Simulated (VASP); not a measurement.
Band structure of HfC (rock salt). Calculation: optB86b-vdW, VASP's PBE PAW potentials (set 64) (plane waves; VASP 6.6.1).

Unless said otherwise, spin-orbit coupling is left out, though it shifts the bands of the heavy elements here.

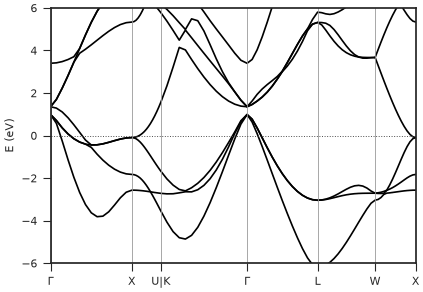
Fig. 1. Bands along high-symmetry lines, zero at the valence-band maximum or, without a gap, the Fermi level

Question: Read the plot: is there a gap, and where are the band edges?

Answer: It has no gap at this level: it comes out as a metal or semimetal. (Edges off the drawn lines would not show.)

The compound is HfC in the rock salt structure. It was relaxed first.
